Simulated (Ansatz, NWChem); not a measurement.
**How basis sets differ on SiO (SMILES O=[Si])**

SiO: 2 atoms, total charge 0, spin state singlet. As SMILES, `O=[Si]`. The coordinates come from a PBE0-D4/def2-TZVP relaxation.

```xyz
2

O    -0.6407    0.2315   -0.3240
Si    0.6407   -0.2315    0.3240
```

Quantity: the electronic atomisation energy, in eV. The values are calculated. Electronic energies at fixed atoms, without zero-point motion or spin-orbit coupling.

```csv
level,kind,program,value (eV),CPU time (all runs)
MP2/STO-3G,perturbation theory,Ansatz,7.17,0.12 s
MP2/aug-pcseg-0,perturbation theory,Ansatz,6.53,0.2 s
MP2/aug-pcseg-1,perturbation theory,Ansatz,8.14,0.38 s
MP2/def2-TZVPPD,perturbation theory,NWChem,8.54,34 s
MP2/aug-pcseg-2,perturbation theory,Ansatz,8.67,1.1 s
MP2/aug-pcseg-3,perturbation theory,Ansatz,8.78,5.6 s
```

The values span 6.53 to 8.78 eV. CPU times are rough (shared hosts, several kinds of processor): they show what a rung costs within a factor of a few.

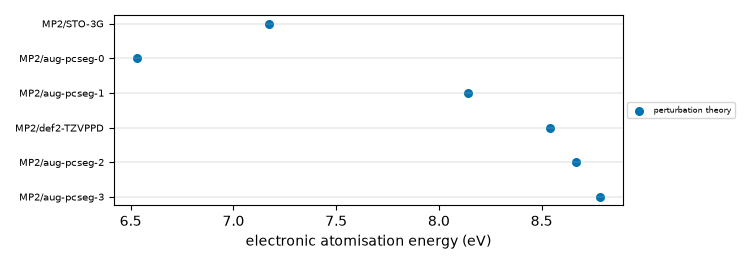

The values of the table, level by level.
